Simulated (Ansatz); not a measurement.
BaHI (space group P4/nmm)

```
CELL_PARAMETERS angstrom
      9.24241     0.00000     0.00000
      4.62120     4.62120     0.00000
      0.00000     0.00000     7.39323
ATOMIC_POSITIONS crystal
  Ba 0.25000 0.00000 0.82632
  Ba 0.75000 0.00000 0.82632
  Ba 0.75000 0.50000 0.17368
  Ba 0.25000 0.50000 0.17368
  H  0.00000 0.50000 0.00000
  H  0.50000 0.50000 0.00000
  H  0.00000 0.00000 0.00000
  H  0.50000 0.00000 0.00000
  I  0.75000 0.50000 0.66062
  I  0.25000 0.50000 0.66062
  I  0.25000 0.00000 0.33938
  I  0.75000 0.00000 0.33938
```

The atoms are displaced by Q × the pattern below (from a DFPT mode at M = (0.5, 0.5, 0.0), largest move 1; Q in Å), at fixed cell. It is one choice among 2 degenerate patterns. (q is in reciprocal vectors of the primitive cell; the cell shown is doubled to hold the pattern.)

```tsv
atom	x	y	z
H5	0.362	0.932	0.000
H6	-0.362	-0.932	0.000
H7	0.932	0.362	0.000
H8	-0.932	-0.362	0.000
```

Atoms not listed stay in place.

The numbers are results of LDA (plane waves to 420 eV, PAW, scalar-relativistic; Ansatz, a quantum-chemistry and plane-wave program), not measurements. k mesh 7×7×5 (Γ-centred), Fermi-Dirac smearing 0.05 eV. E stands for the smeared free energy. BaHI was relaxed with its symmetry unable to fall. Spin-orbit coupling is left out, though I is heavy. ΔE is measured from the undisplaced structure.

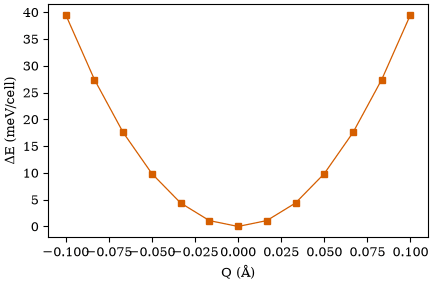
*ΔE (meV/cell) against Q (Å); markers are the computed points, lines only join them.*

What is the energy change at Q = 0.100 Å?

About 40 meV/cell.

What harmonic wavenumber does the curvature at Q = 0 give?

About 730 cm⁻¹.

(For displaced atoms, the force is minus the slope of the energy, and its curvature is a force constant, which sets phonon frequencies.)
